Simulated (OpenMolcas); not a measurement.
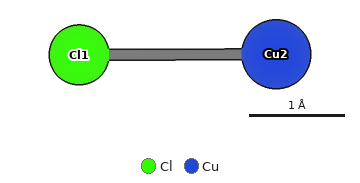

Figure 1. The structure (ball-and-stick view, seen on its broad side; atoms are numbered from 1 in the order of the input). Sticks mark near contacts.

CuCl (charge +1): single-point calculation (part 1 of 2)

The run: single-point calculation of CuCl, charge +1, multiplicity 2. Method and program: M06-L/cc-pVTZ, UKS (OpenMolcas 26.06).

The geometry is that of the parent species in another charge or spin state. The geometry comes from this level: PBE0-D4/def2-TZVP.

Log:
```
--- Start Module: gateway ---

                                              &GATEWAY

                       available to each process: 1.9 GB of memory, 1 thread

 Basis Set     1 Label: CL.CC-PVTZ
 Basis set is read from library:.
 basistype.tbl is not found

 Basis Set     2 Label: CU.CC-PVTZ
 Basis set is read from library:.
 basistype.tbl is not found

++    Symmetry information:
      ---------------------

                    Character Table for C1

                             E
                    a        1  x, y, xy, Rz, z, xz, Ry, yz, Rx, I
--

++    Basis set information:
      ----------------------

      Basis set label: CL.CC-PVTZ.........

      Electronic valence basis set:
      ------------------
      Associated Effective Charge  17.000000 au
      Associated Actual Charge     17.000000 au
      Nuclear Model: Point charge

      Shell  nPrim  nBasis  Cartesian Spherical Contaminant
         s      15       5        X
         p       9       4        X
         d       2       2                 X
         f       1       1                 X

      Basis set label: CU.CC-PVTZ.........

      Electronic valence basis set:
      ------------------
      Associated Effective Charge  29.000000 au
      Associated Actual Charge     29.000000 au
      Nuclear Model: Point charge

      Shell  nPrim  nBasis  Cartesian Spherical Contaminant
         s      20       7        X
         p      16       6        X
         d       8       4                 X
         f       2       2                 X
         g       1       1                 X
--

++    Molecular structure info:
      -------------------------

                    ************************************************
                    **** Cartesian Coordinates / bohr, angstrom ****
                    ************************************************

     Center  Label                x              y              z                     x              y              z
        1      CL1              1.697541      -0.652333       0.843574              0.898300      -0.345200       0.446400
        2      CU2             -1.641794       0.538572      -0.836015             -0.868800       0.285000      -0.442400
--

            Nuclear Potential Energy            125.66707726 au

--- Stop Module: gateway /rc=_RC_ALL_IS_WELL_ ---

--- Start Module: seward ---

                                              &SEWARD

                       available to each process: 1.9 GB of memory, 1 thread

               SEWARD will generate:
                  Multipole Moment integrals up to order  2
                  Kinetic Energy integrals
                  Nuclear Attraction integrals (point charge)
                  One-Electron Hamiltonian integrals
                  Velocity integrals
                  Orbital angular momentum around ( -0.4490   0.1132  -0.2361 )
                  Velocity quadrupole around ( -0.4490   0.1132  -0.2361 )
                  Two-Electron Repulsion integrals

                   Integrals are discarded if absolute value <: 1.00E-14
                   Integral cutoff threshold is set to       <: 1.00E-16

            Nuclear Potential Energy            125.66707726 au

      Basis set specifications :
      Symmetry species         a
      Basis functions          102

--- Stop Module: seward /rc=_RC_ALL_IS_WELL_ ---
--- Module seward spent 4 seconds ---

--- Start Module: scf ---

                                                &SCF

                       available to each process: 1.9 GB of memory, 1 thread

++    Input section:
      --------------

      Header of the integral files:

      Cartesian coordinates in angstrom:
      -----------------------------------------------------
      No.  Label        X            Y            Z
      -----------------------------------------------------
       1   CL1        0.89830000  -0.34520000   0.44640000
       2   CU2       -0.86880000   0.28500000  -0.44240000
      -----------------------------------------------------
      Nuclear repulsion energy =  125.66707726
--

++    Orbital specifications:
      -----------------------

      Symmetry species               1
                                     a
      Frozen orbitals                0
      Start temperature = 0.500
      End temperature   = 0.010
      Temperature Factor= 0.460
      Deleted orbitals               0
      Total number of orbitals     102
      Number of basis functions    102
--

      Molecular charge                           1.000

      Numerical integration parameters
      --------------------------------
      Radial quadrature type:                         MHL
      Size of radial grid:                            99
      Lebedev angular grid:                           41
      Angular grid pruned with the crowding factor:  1.00E+10
                                 and fading factor:  1.00E+01
      Screening threshold for integral computation:   1.00E-11
      Radial quadrature accuracy:                     1.00E-25
      Maximum batch size:                             128
      AO values are stored on disk
      The same grid will be used for all iterations.

      DFT functional specifications
      -----------------------------
      Using Libxc version: 6.2.2
      Please cite the following reference:
      S. Lehtola, C. Steigemann, M. J.T. Oliveira, and M. A.L. Marques.,  SoftwareX 7, 1–5 (2018) doi:10.1016/j.softx.2017.11.002

      * Minnesota M06-L exchange functional
      * Minnesota M06-L correlation functional
        - Y. Zhao and D. G. Truhlar.,  Theor. Chem. Acc. 120, 215 (2008) doi:10.1007/s00214-007-0310-x

++    Optimization specifications:
      ----------------------------

      SCF Algorithm: Conventional USCF
      D(i)-D(i-1) density differences are used
      Number of density matrices in core                 5
      Maximum number of NDDO SCF iterations            400
      Maximum number of HF SCF iterations              400
      Threshold for SCF energy change             1.00E-10
      Threshold for density matrix                1.00E-07
      Threshold for Fock matrix                   1.00E-07
      Threshold for linear dependence             1.00E-09
      Threshold at which DIIS is turned on        1.50E-01
      Maximum depth in the DIIS procedure                5
      Maximum depth in the BFGS Hessian update          30
      Threshold at which QNR/C2DIIS is turned on  7.50E-02
      Threshold for Norm(delta) (QNR/C2DIIS)      1.00E-05
      All orbitals punched on: UHFORB
--

      Input vectors read from INPORB
      Orbital file label: *Guess orbitals

++ Convergence information
                               UHF M06L       iterations: Energy and convergence statistics

Iter     Tot. M06L       One-elec.       Two-elec.     Energy      Max Dij or  Max Fij      DNorm      TNorm      AccCon     Time
         Energy          Energy          Energy        Change      Delta Norm                                                in Sec.

 The total and one-electron energies are shifted by a value of      2000. a.u.

   1   -99.677910502 -1233.282072461  1007.937084698   0.00E+00    2.87E-01*   2.07E+00*    9.92E+00   3.46E+02   None         2.
   2   -98.046702154 -1252.641505071  1028.927725656   1.63E+00*   2.87E-01*   2.18E-13     3.51E+01   3.50E+02   EDIIS        2.
   3   -98.817822571 -1289.643800585  1065.158900753  -7.71E-01*   1.16E-01*   1.51E-01*    3.71E+00   3.56E+02   EDIIS        2.
   4  -100.132515493 -1249.524769384  1023.725176630  -1.31E+00*   6.77E-01*   1.39E-01*    3.73E+00   3.49E+02   EDIIS        2.
   5   -99.349641930 -1265.437239546  1040.420520355   7.83E-01*   7.23E-02*   7.44E-02*    3.93E+00   3.53E+02   EDIIS        2.
   6  -100.279114764 -1264.628873153  1038.682681129  -9.29E-01*   2.89E-01*   7.51E-02*    1.84E+00   3.52E+02   EDIIS        2.
   7  -100.009181685 -1233.679398294  1008.003139347   2.70E-01*   2.29E-01*   3.82E-02*    1.60E+00   3.46E+02   EDIIS        2.
   8  -100.357511470 -1251.163610859  1025.139022128  -3.48E-01*   9.57E-02*   2.76E-02*    8.62E-01   3.49E+02   EDIIS        2.
   9  -100.385762722 -1256.053255954  1030.000415971  -2.83E-02*   5.50E-02*   1.94E-02*    5.49E-01   3.50E+02   EDIIS        2.
  10  -100.394206760 -1255.586078264  1029.524794243  -8.44E-03*   3.69E-02*   8.98E-03*    2.48E-01   3.50E+02   EDIIS        2.
  11  -100.393759256 -1253.412808550  1027.351972033   4.48E-04*   7.68E-02*   6.09E-03*    1.71E-01   3.50E+02   EDIIS        2.
  12  -100.391944534 -1256.847589097  1030.788567301   1.81E-03*   6.38E-03*   5.16E-03*    1.48E-01   3.50E+02   EDIIS        2.
  13  -100.395587078 -1254.975959638  1028.913295299  -3.64E-03*   3.57E-02*   2.69E-03*    1.93E-02   3.50E+02   EDIIS        2.
  14  -100.394823650 -1255.900958007  1029.839057095   7.63E-04*   1.47E-02*   1.33E-03*    6.83E-02   3.50E+02   EDIIS        2.
  15  -100.395483491 -1255.400281031  1029.337720279  -6.60E-04*   3.38E-03*   7.16E-04*    4.48E-02   3.50E+02   EDIIS        2.
  16  -100.398208653 -1255.162024635  1029.096738721  -2.73E-03*   3.09E-02*   1.69E-02*    1.49E+00   3.50E+02   EDIIS        2.
  17  -100.399442286 -1254.653483812  1028.586964265  -1.23E-03*   2.74E-01*   1.13E-02*    2.19E-01   3.50E+02   EDIIS        2.

       Fermi aufbau procedure completed!
      nOcc(alpha)=   23
      nOcc(beta) =   22

  18  -100.387866866 -1258.501884980  1032.446940853   1.16E-02*   1.95E-01*   4.64E-03*    3.77E-01   3.51E+02   EDIIS        2.
  19  -100.394660761 -1257.265078814  1031.203340792  -6.79E-03*   1.36E-01*   3.95E-03*    2.64E-01   3.50E+02   EDIIS        2.
  20  -100.397330443 -1256.596733727  1030.532326022  -2.67E-03*   5.05E-02*   4.56E-03*    1.84E-01   3.50E+02   c2DIIS       2.
  21  -100.399352402 -1255.658629588  1029.592199925  -2.02E-03*   4.19E-01*   1.23E-02*    6.97E-02   3.50E+02   QNRc2DIIS    2.
  22  -100.374955989 -1250.364983780  1024.322950530   2.44E-02*   3.61E-01*   1.03E-01*    5.38E-01   3.49E+02   QNRc2DIIS    2.
  23  -100.399706848 -1255.201437152  1029.134653043  -2.48E-02*   6.38E-03*   9.67E-04*    4.65E-01   3.50E+02   QNRc2DIIS    2.
  24  -100.399710182 -1255.090195235  1029.023407792  -3.33E-06*   4.79E-03*   5.05E-04*    1.62E-02   3.50E+02   QNRc2DIIS    2.
  25  -100.399713159 -1255.126856003  1029.060065582  -2.98E-06*   1.12E-03*   1.11E-04*    8.89E-03   3.50E+02   QNRc2DIIS    2.
  26  -100.399713251 -1255.126395497  1029.059604985  -9.13E-08*   5.00E-04*   4.01E-05*    3.27E-03   3.50E+02   QNRc2DIIS    2.
  27  -100.399713287 -1255.125881877  1029.059091329  -3.64E-08*   5.35E-05*   6.95E-06*    9.58E-04   3.50E+02   QNRc2DIIS    2.
  28  -100.399713288 -1255.126225176  1029.059434628  -5.53E-10*   2.11E-05*   2.50E-06*    2.31E-04   3.50E+02   QNRc2DIIS    2.
  29  -100.399713288 -1255.126167198  1029.059376649  -4.77E-11    3.76E-06    2.19E-07*    5.87E-05   3.50E+02   QNRc2DIIS    2.
  30  -100.399713288 -1255.126167139  1029.059376590  -5.00E-12    1.39E-06    7.02E-08     1.17E-05   3.50E+02   QNRc2DIIS    2.

       Convergence after  30 Iterations
--
```
